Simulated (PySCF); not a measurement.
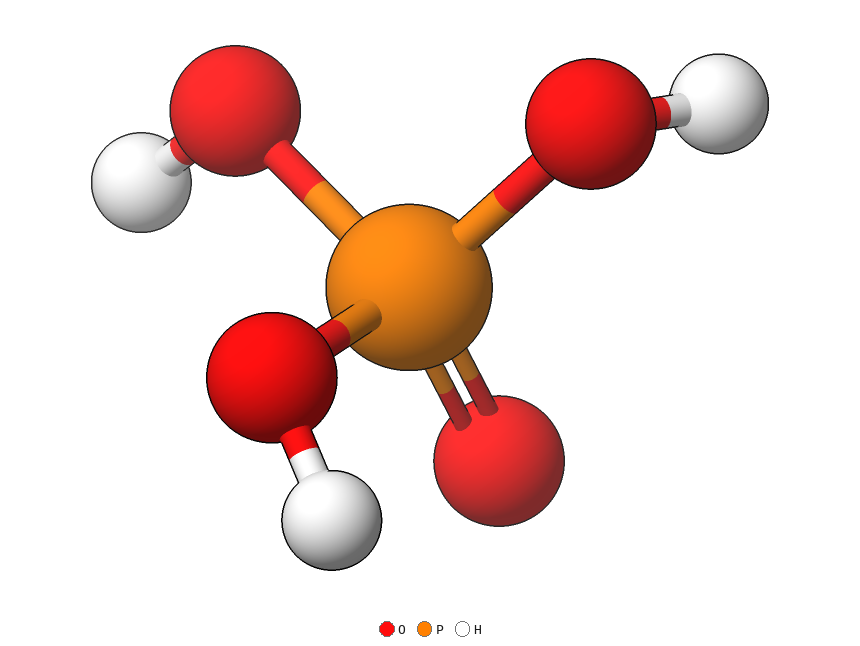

Ball-and-stick drawing of a structure. Multiple sticks mark multiple bonds (one Kekulé form).

The geometry was computed by an optimisation with PBE0-D3(BJ)/def2-SVP. No frequency run is at hand to confirm it as a minimum.

Describe the molecule.

It has 8 atoms: 3 hydrogen, 4 oxygen and 1 phosphorus (H₃O₄P). As SMILES it reads `O=P(O)(O)O`. It has no ring. Coordination: 1 P tetrahedral; 3 O bent.

More results for the same structure follow; atom numbers are the same in all pictures, views and colours differ.

Shape

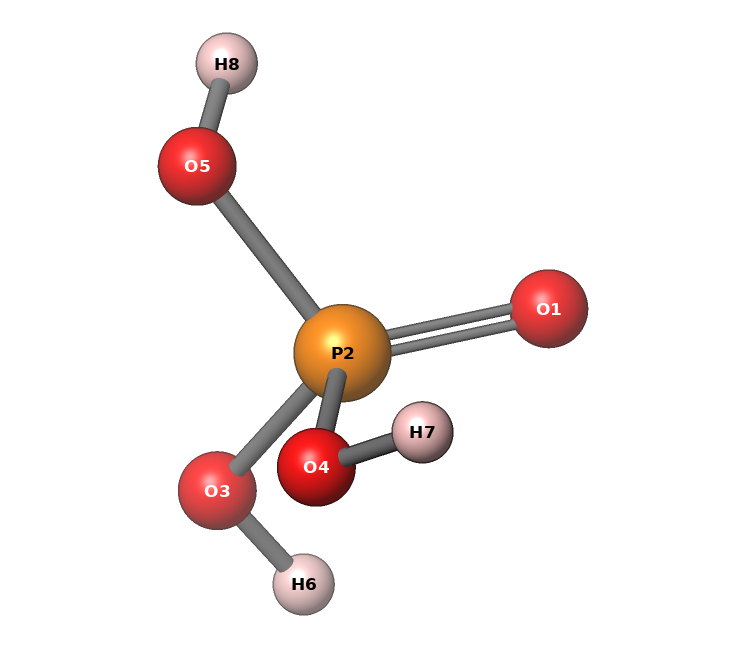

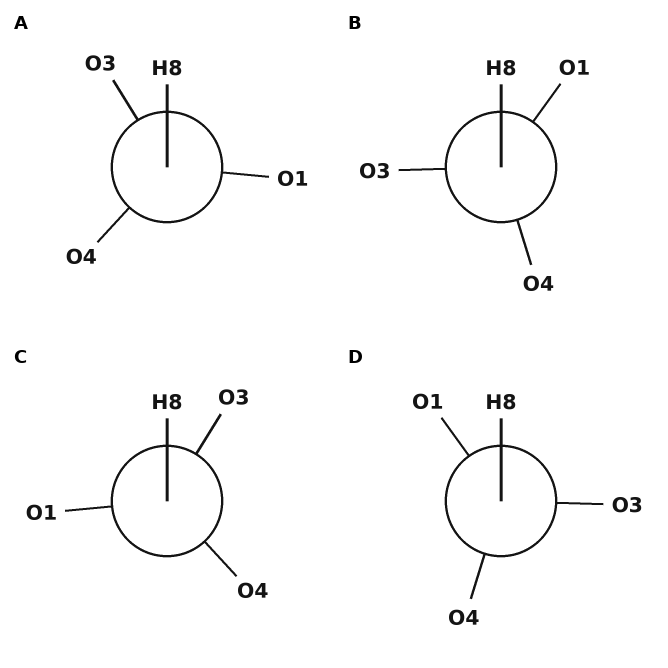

Distant atoms are faded towards the background colour. Bonds that would overlap in a projection are set slightly apart. No frequency run is at hand to confirm it as a minimum.

Which Newman projection shows the view along O5–P2, with O5 in front?

B. The torsion angle H8–O5–P2–O3 is −92°, about perpendicular.

Charges

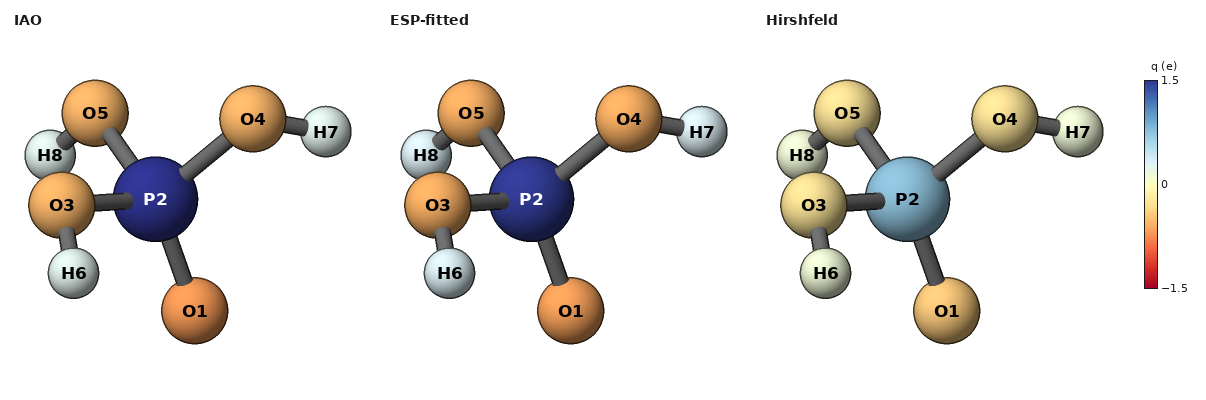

Atomic charges of one calculation by 3 schemes, on one colour scale. No frequency run is at hand to confirm it as a minimum. Level of theory: PBE0/STO-3G (PySCF 2.14.0).

On which atom do the schemes disagree most?

On P2 (from 0.74 to 1.49 e).

List the charges (e), one line for each set of equivalent atoms. Atoms whose distances differ by more than 0.02 Å in this geometry are listed apart.

| atom | IAO | ESP-fitted | Hirshfeld |
| --- | --- | --- | --- |
| O1 | −0.67 | −0.64 | −0.41 |
| P2 | 1.49 | 1.46 | 0.74 |
| O3 | −0.53 | −0.57 | −0.25 |
| O4, O5 | −0.53 | −0.57 | −0.24 |
| H6 | 0.25 | 0.30 | 0.14 |
| H7 | 0.26 | 0.30 | 0.14 |
| H8 | 0.25 | 0.30 | 0.14 |

NMR shielding

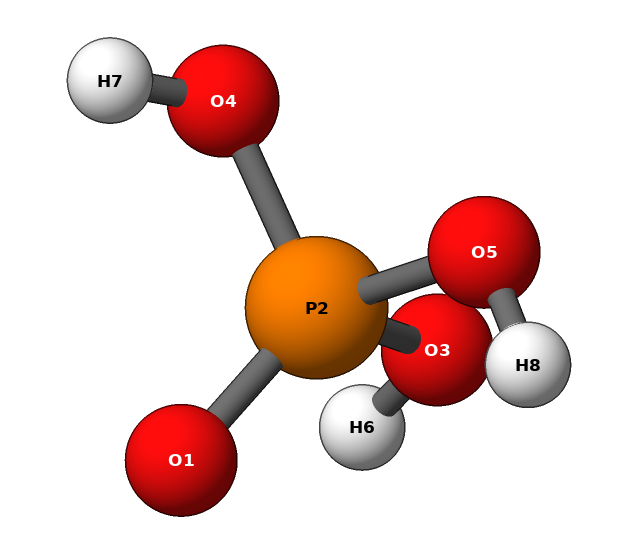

No frequency run is at hand to confirm it as a minimum. Level of theory: GIAO PBE0/def2-SVP NMR shielding, non-relativistic, gas phase (PySCF 2.14.0). Principal shieldings σ11 ≤ σ22 ≤ σ33, span Ω = σ33 − σ11, skew κ = 3(σiso − σ22)/Ω.

Give the shielding tensors of the P atoms.

| atom | σ11 | σ22 | σ33 | σiso | Ω | κ |
| --- | --- | --- | --- | --- | --- | --- |
| P2 | 326.0 | 328.2 | 502.9 | 385.7 | 176.8 | 0.98 |

Shieldings and span in ppm.

Dipole moment

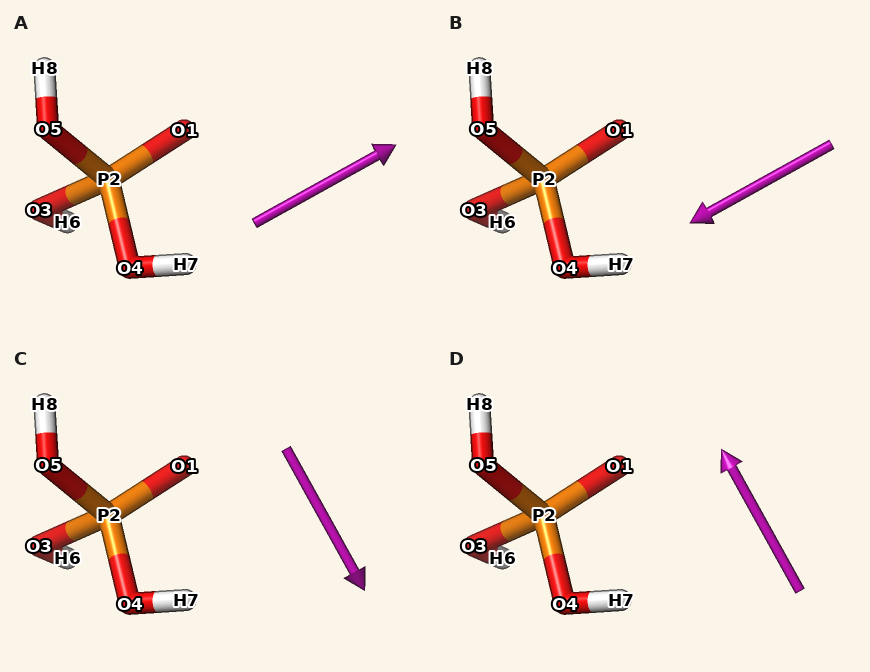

The same molecule four times, each with an arrow. No frequency run is at hand to confirm it as a minimum. Level of theory: CAM-B3LYP/pcSseg-2, gas phase (PySCF 2.14.0).

Which arrow points along the dipole moment, from the negative to the positive end?

B. The dipole moment is 0.27 D; it points from the side of O1 to the side of O3 (the outermost atoms at the two ends).

Quadrupole coupling

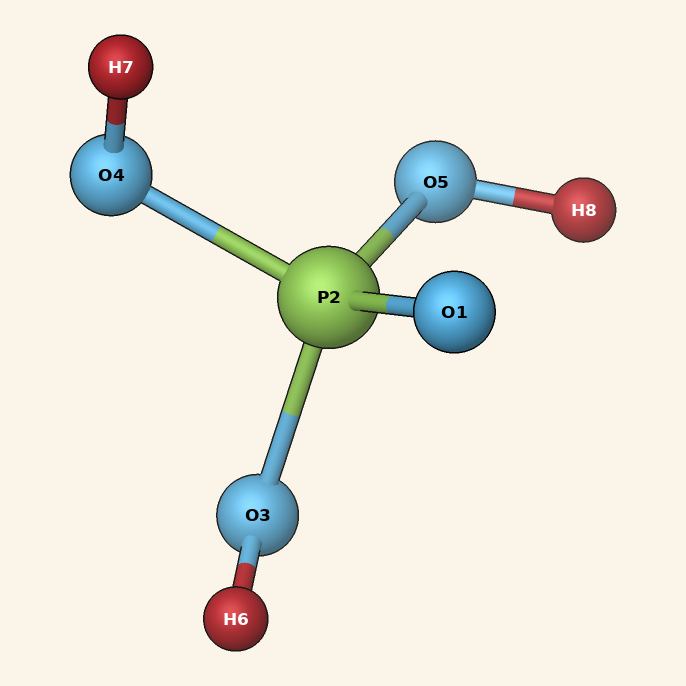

No frequency run is at hand to confirm it as a minimum. Electric field gradients from the ground-state density, PBE0/6-31G (PySCF 2.14.0), non-relativistic apart from any core potentials.

Give the largest field-gradient component, the quadrupole coupling constant and the asymmetry for 17O at O1 (Q = −25.6 mb), 17O at O3 (Q = −25.6 mb), 17O at O4 (Q = −25.6 mb).

| atom | V_zz (a.u.) | e²qQ/h (MHz) | η |
| --- | --- | --- | --- |
| O1 | 1.294 | −7.78 | 0.01 |
| O3 | −1.542 | 9.27 | 0.99 |
| O4 | −1.543 | 9.28 | 0.99 |
